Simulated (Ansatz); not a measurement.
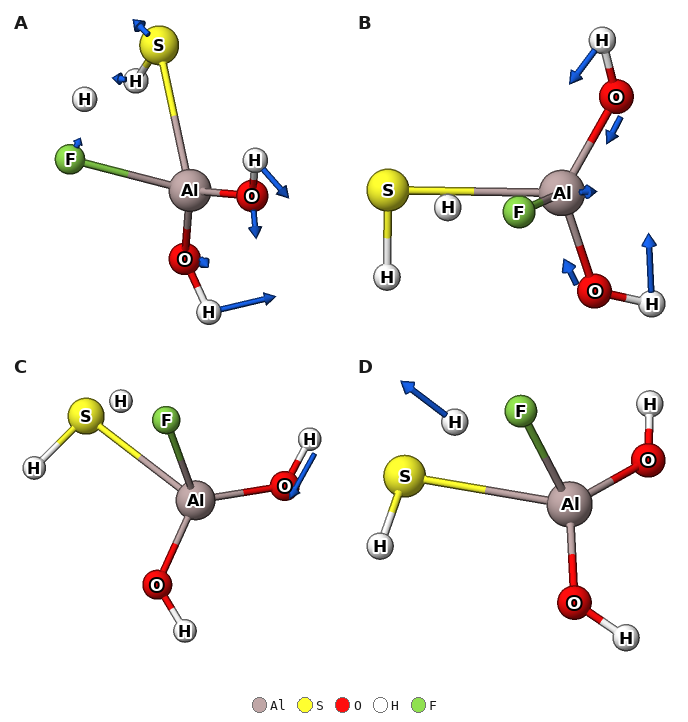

4 normal modes of one molecule or complex, as arrows. Harmonic vibrations computed with RKS PBE0-D4/def2-SVP (Ansatz 0.2.0) at a stationary point of the same level. It is a saddle point of order 1.

> Match the panels to the wavenumbers 162 cm⁻¹, 799 cm⁻¹, 1356 cm⁻¹, 4011 cm⁻¹.

A: 162 cm⁻¹
B: 799 cm⁻¹
C: 4011 cm⁻¹, O–H stretching
D: 1356 cm⁻¹
